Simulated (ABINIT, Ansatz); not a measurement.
# A GW chain in ABINIT: BAs (F-43m), part 3 of 3

Aim: the G0W0 gap of BAs (F-43m) on PBE, step by step.

ABINIT 10.8.3; PBE and many-body steps on it, plane waves. Known limits of the many-body steps: not at the basis limit; no spin-orbit coupling.

So far. Step 4 (Empty states on the mesh, 6×6×6 mesh, 516 bands): On this mesh the gap is 1.293 eV. The earlier step found 1.208 eV, so this mesh misses an edge. Step 5 (Screening, 6×6×6 mesh, 214 bands, screening to 283 eV): Local fields lower ε∞ by 9 %.

## 6. Self-energy, 6×6×6 mesh, 214 bands, screening to 283 eV

The self-energy is evaluated for the states that the input lists, and the levels follow from it, in one-shot runs by the linearised quasiparticle equation.

This step: G0W0 on PBE, plane waves, norm-conserving pseudopotentials.

The input, run.abi:

```
acell 3*1.0 Angstrom
rprim 
  -0.000000000000 2.388500000000 2.388500000000
  2.388500000000 -0.000000000000 2.388500000000
  2.388500000000 2.388500000000 -0.000000000000
ntypat 2
znucl 5 33
natom 2
typat 1 2
xred 
  0.000000000000 0.000000000000 0.000000000000
  0.250000000000 0.250000000000 0.250000000000
pp_dirpath "pseudos"
pseudos "B.upf, As.upf"
ecut 44
ngkpt 6 6 6
nshiftk 1
shiftk 0 0 0
kptopt 1
chksymbreak 0
istwfk *1
occopt 1
irdwfk 1
optdriver 4
nband 214
gwcalctyp 0
ecutsigx 44
symsigma 1
nkptgw 2
kptgw 
  0.0000000000 0.0000000000 0.0000000000
  0.3333333333 0.3333333333 0.0000000000
bdgw 
  11 16
  12 15
ecuteps 10.4
irdscr 1
ppmodel 1
indata_prefix "in"
outdata_prefix "out"
tmpdata_prefix "tmp"
```

The run is started by

```console
$ OMP_NUM_THREADS=1 mpirun -n 4 abinit run.abi > log
```

Numbers of over 12 decimals in the logs are rounded to 6 here.

The log of the run:

```text
.Version 10.8.3 of ABINIT. v10.8.2 released Aug 2026.

 Symmetries : space group F-4 3 m (#216); Bravais cF (face-center cubic)
[... echo of the input left out ...]
== DATASET  1 ==================================================================
-   mpi_nproc: 4, omp_nthreads: 1 (-1 if OMP is not activated)

--- !DatasetInfo
iteration_state: {dtset: 1, }
dimensions: {natom: 2, nkpt: 16, mband: 214, nsppol: 1, nspinor: 1, nspden: 1, mpw: 2637, }
cutoff_energies: {ecut:  44.0, pawecutdg:  -1.0, }
electrons: {nelect:   2.60000000E+01, charge:   0.00000000E+00, occopt:   1.00000000E+00, tsmear:   1.00000000E-02, }

 SIGMA: Calculation of the GW corrections

 Based on a program developped by R.W. Godby, V. Olevano, G. Onida, and L. Reining.
 Incorporated in ABINIT by V. Olevano, G.-M. Rignanese, and M. Torrent.
.Using double precision arithmetic ; gwpc =  8

[... cell and pseudopotentials left out ...]
--------------------------------------------------------------------------------

 ==== K-mesh for the wavefunctions ====
 Number of points in the irreducible wedge :    16
[... list of points left out ...]
 Together with 24 symmetry operations and time-reversal symmetry
 yields   216 points in the full Brillouin Zone.

 ==== Q-mesh for screening function ====
 Number of points in the irreducible wedge :    16
[... list of points left out ...]
 Together with 24 symmetry operations and time-reversal symmetry
 yields   216 points in the full Brillouin Zone.

 vcoul_init : cutoff-mode = AUXILIARY_FUNCTION
 q-points for optical limit:   1
     1)      0.000010    0.000020    0.000030
 setmesh: FFT mesh size selected  =    40x   40x   40
          total number of points  =        64000

 Number of electrons calculated from density =   26.0000; Expected =   26.0000
 average of density, n =  0.141374
 r_s =    1.1908
 omega_plasma =   36.2695 [eV]

 === KS Band Gaps ===
  >>>> For spin  1
   Minimum direct gap =   3.2894 [eV], located at k-point      :   0.0000  0.0000  0.0000
   Fundamental gap    =   1.2928 [eV], Top of valence bands at :   0.0000  0.0000  0.0000
                                       Bottom of conduction at :   0.3333  0.3333  0.0000
 SIGMA fundamental parameters:
 PLASMON POLE MODEL  1
 number of plane-waves for SigmaX                 2637
 number of plane-waves for SigmaC and W            283
 number of plane-waves for wavefunctions          2637
 number of bands                                   214
 number of independent spin polarizations            1
 number of spinorial components                      1
 number of k-points in IBZ                          16
 number of q-points in IBZ                          16
 number of symmetry operations                      24
 number of k-points in BZ                          216
 number of q-points in BZ                          216
 number of frequencies for dSigma/dE                 9
 frequency step for dSigma/dE [eV]                0.25
 number of omega for Sigma on real axis              0
 max omega for Sigma on real axis  [eV]           0.00
 zcut for avoiding poles [eV]                     0.10

 EPSILON^-1 parameters (SCR file):
 dimension of the eps^-1 matrix on file            283
 dimension of the eps^-1 matrix used               283
 number of plane-waves for wavefunctions          2637
 number of bands                                   214
 number of q-points in IBZ                          16
 number of frequencies                               2
 number of real frequencies                          1
 number of imag frequencies                          1

 matrix elements of self-energy operator (all in [eV])

 Perturbative Calculation

--- !SelfEnergy_ee
iteration_state: {dtset: 1, }
kpoint     : [   0.000,    0.000,    0.000, ]
spin       : 1
KS_gap     :    3.289
QP_gap     :    4.159
Delta_QP_KS:    0.870
data: !SigmaeeData |
     Band     E0 <VxcDFT>   SigX SigC(E0)      Z dSigC/dE  Sig(E)    E-E0       E
       11   7.999 -14.188 -15.543   0.502   0.807  -0.239 -14.876  -0.688   7.310
       12   7.999 -14.188 -15.543   0.502   0.807  -0.239 -14.876  -0.688   7.310
       13   7.999 -14.188 -15.543   0.502   0.807  -0.239 -14.876  -0.688   7.310
       14  11.288 -13.053  -8.369  -4.460   0.810  -0.235 -12.871   0.181  11.469
       15  11.288 -13.053  -8.369  -4.460   0.810  -0.235 -12.871   0.181  11.469
       16  11.288 -13.053  -8.369  -4.460   0.810  -0.235 -12.871   0.181  11.469

--- !SelfEnergy_ee
iteration_state: {dtset: 1, }
kpoint     : [   0.333,    0.333,    0.000, ]
spin       : 1
KS_gap     :    4.744
QP_gap     :    5.570
Delta_QP_KS:    0.826
data: !SigmaeeData |
     Band     E0 <VxcDFT>   SigX SigC(E0)      Z dSigC/dE  Sig(E)    E-E0       E
       12   4.547 -13.197 -16.027   1.731   0.797  -0.255 -14.072  -0.875   3.672
       13   4.547 -13.197 -16.027   1.731   0.797  -0.255 -14.072  -0.875   3.672
       14   9.292 -11.657  -7.564  -4.153   0.817  -0.224 -11.706  -0.049   9.242
       15  11.154 -11.166  -6.440  -4.744   0.816  -0.225 -11.181  -0.015  11.138

== END DATASET(S) ==============================================================
================================================================================

 -outvars: echo values of variables after computation  --------
           etotal      0.0000000000E+00
            nband         214
             nkpt          16
          spgroup         216
 [... the other variables as echoed above ...]

 Calculation completed.
```

Run time: 64 s. Hardware: 4 MPI ranks of Intel Xeon Platinum 8375C at 2.90GHz (Ice Lake), shared host; peak memory 1.8 GiB; 4.2 min of CPU time.

This step gave:

```yaml
g0w0_gap_on_the_points_computed: 1.932 eV
starting_gap_on_the_mesh: 1.293 eV
k_of_the_valence_top: 0, 0, 0
k_of_the_conduction_bottom: 0.3333, 0.3333, 0
z_at_the_valence_top: 0.807
z_at_the_conduction_bottom: 0.817
least_direct_g0w0_gap_on_the_computed_points: 4.159 eV
```

The gap on the mesh goes from 1.29 eV to 1.93 eV, a correction of +0.64 eV. The start differs from the 1.21 eV found before because the two sample other k points.

Limits: finite bands, cutoff and mesh; no spin-orbit coupling. v1 is the top filled band, c1 the lowest empty one. The levels before and after the correction (eV, zero at the valence-band top of each column):

|  | conduction bottom | valence top |
| --- | --- | --- |
| Kohn-Sham | 1.29 | 0.00 |
| G0W0 | 1.93 | 0.00 |

|  | level | energy (eV) |
| --- | --- | --- |
| Kohn-Sham | Γ v3-v1 | 0.000 |
| Kohn-Sham | Γ c1-c3 | 3.289 |
| Kohn-Sham | (0.333 0.333 0) v2-v1 | -3.452 |
| Kohn-Sham | (0.333 0.333 0) c1 | 1.293 |
| Kohn-Sham | (0.333 0.333 0) c2 | 3.155 |
| G0W0 | Γ v3-v1 | 0.000 |
| G0W0 | Γ c1-c3 | 4.159 |
| G0W0 | (0.333 0.333 0) v2-v1 | -3.638 |
| G0W0 | (0.333 0.333 0) c1 | 1.932 |
| G0W0 | (0.333 0.333 0) c2 | 3.828 |

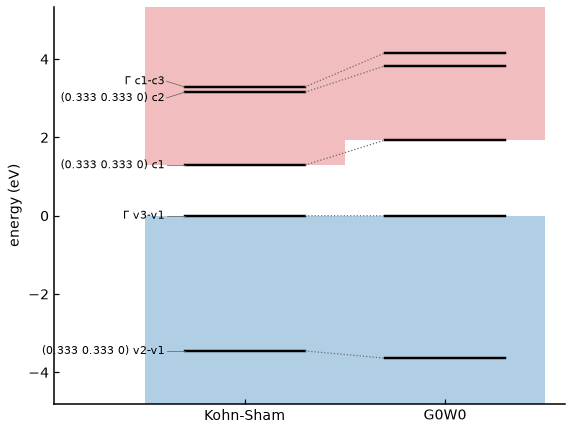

Levels before and after the correction. Shaded: valence and conduction bands.

## 7. Where the time went

Times are wall times on 4 MPI ranks of Intel Xeon Platinum 8375C at 2.90GHz (Ice Lake), shared host, good to a factor of about two.

| step | time | share | memory (GiB) |
| --- | --- | --- | --- |
| ground state | 24 s | 4 % | 0.35 |
| bands along the symmetry lines | 20 s | 3 % | 0.31 |
| empty states on the mesh | 65 s | 10 % | 1.8 |
| screening | 8.4 min | 75 % | 1.9 |
| self-energy | 64 s | 9 % | 1.8 |

## 8. Summary of results

```yaml
pbe_gap: 1.21 eV, indirect
g0w0_gap_on_the_mesh: 1.93 eV
g0w0_gap_over_the_zone_rigid_shift: 1.85 eV
gw_settings: 6×6×6 mesh, 214 bands, screening to 283 eV, Godby-Needs plasmon pole
known_limits: not at the basis limit; no spin-orbit coupling
```

What this shows: G0W0 moves the gap on the mesh from 1.29 eV to 1.93 eV (+0.64 eV), with Z of 0.81 and 0.82 at the edges. The mesh misses the band edges by 0.08 eV in all; a rigid shift gives 1.85 eV for the zone. Local fields lower the RPA ε∞ on this mesh from 11.52 to 10.51. Only 2 of the mesh's irreducible points were corrected, so a valley elsewhere could overtake. The dearest step here is «screening». Against experiment, by G0W0@PBE: the gap of 1.85 eV lies +0.03 eV from the measured 1.82 eV (indirect, 300 K, 2019); the direct gap of 4.16 eV lies +0.04 eV from the measured 4.12 eV (direct, 300 K, 2019); the gap of 1.85 eV lies −0.17 eV from the measured 2.02 eV (indirect, 300 K, 2019). An exciton line or allowed optical edge lies below the quasiparticle gap by the binding energy; a forbidden edge can push the onset above it. The calculation has static nuclei and no excitons; a measured gap holds zero-point and thermal motion, which mostly lowers it. Bands and cutoff are finite, so the gap is not at the basis limit. The miss can reach some tenths of an eV and take either sign; the mesh is an error of its own. In the G0W0 run levels were corrected at 2 k points alone, so a gap called «on the mesh» is the least over those, and an edge elsewhere would be missed. A denser mesh or path gives a starting gap of 1.21 eV: the GW mesh misses a band edge, so its gaps are not the fundamental one. The many-body steps are scalar-relativistic: spin-orbit coupling is not in them.

[Paths, hosts, dates, memory and timing lines, banners, echoed tables and standing remarks are left out of the program output.]

[Logs are printed without paths, hosts, clocks, repeated set-up lines and the standing remarks that a program may print on its own settings, such as how far it seeks lower states.]

[Runs of the session that timed out or met a known fault of the program may be left out.]

[Hosts, paths, dates, database ids (printed as entryN), source tags and the programs' standing remarks are cut or masked in the printed files.]

[G0W0 gaps are taken among the corrected bands and points alone; a level outside them can change the order at an edge.]

[Where Ansatz stands beside ABINIT at settings called matched, ABINIT's density can come from a denser mesh and the files from another edition; pairs whose starting gaps differed by over 0.03 eV were left out, so agreement reads better than it is.]
